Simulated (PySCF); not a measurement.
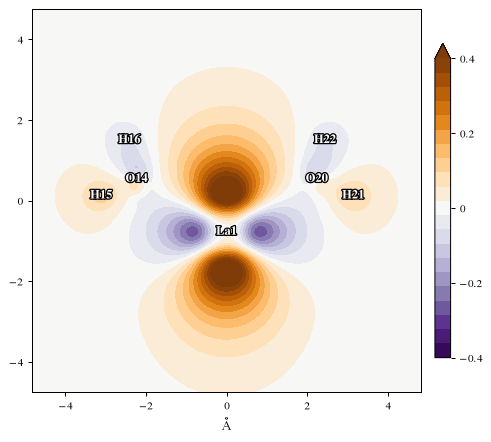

The picture shows: H$_{16}$LaO$_{8}$ (charge +3). One frontier orbital on the plane of atoms La1, O20 and H21 (values in Å⁻³ᐟ²; the overall sign is arbitrary).

Core potentials replace the inner electrons of La.

The calculation used RKS PBE, La lcecp-1-SVP with ECP46, O def2-SVP, H def2-SVP; non-relativistic Hamiltonian with scalar-relativistic core potentials where named; density fitting in PySCF 2.14.0.

```yaml
atoms:
  - { symbol: La, position_ang: [0.0000, 0.0000, 0.0000] }
  - { symbol: O, position_ang: [2.2358, 0.0000, 1.3124] }
  - { symbol: H, position_ang: [2.4272, 0.0000, 2.2759] }
  - { symbol: H, position_ang: [3.1265, 0.0000, 0.8991] }
  - { symbol: O, position_ang: [0.0000, 2.2358, 1.3124] }
  - { symbol: H, position_ang: [0.0000, 2.4272, 2.2759] }
  - { symbol: H, position_ang: [0.0000, 3.1265, 0.8991] }
  - { symbol: O, position_ang: [-2.2358, 0.0000, 1.3124] }
  - { symbol: H, position_ang: [-2.4272, 0.0000, 2.2759] }
  - { symbol: H, position_ang: [-3.1265, 0.0000, 0.8991] }
  - { symbol: O, position_ang: [0.0000, -2.2358, 1.3124] }
  - { symbol: H, position_ang: [0.0000, -2.4272, 2.2759] }
  - { symbol: H, position_ang: [0.0000, -3.1265, 0.8991] }
  - { symbol: O, position_ang: [1.5809, 1.5810, -1.3124] }
  - { symbol: H, position_ang: [2.2107, 2.2108, -0.8991] }
  - { symbol: H, position_ang: [1.7162, 1.7163, -2.2759] }
  - { symbol: O, position_ang: [-1.5810, 1.5809, -1.3124] }
  - { symbol: H, position_ang: [-2.2108, 2.2107, -0.8991] }
  - { symbol: H, position_ang: [-1.7163, 1.7162, -2.2759] }
  - { symbol: O, position_ang: [-1.5809, -1.5810, -1.3124] }
  - { symbol: H, position_ang: [-2.2107, -2.2108, -0.8991] }
  - { symbol: H, position_ang: [-1.7162, -1.7163, -2.2759] }
  - { symbol: O, position_ang: [1.5810, -1.5809, -1.3124] }
  - { symbol: H, position_ang: [2.2108, -2.2107, -0.8991] }
  - { symbol: H, position_ang: [1.7163, -1.7162, -2.2759] }
```

### Which orbital is it: HOMO or LUMO?

The LUMO, at −13.16 eV. By Hirshfeld shares it lies mainly on La1 (about 80 %).
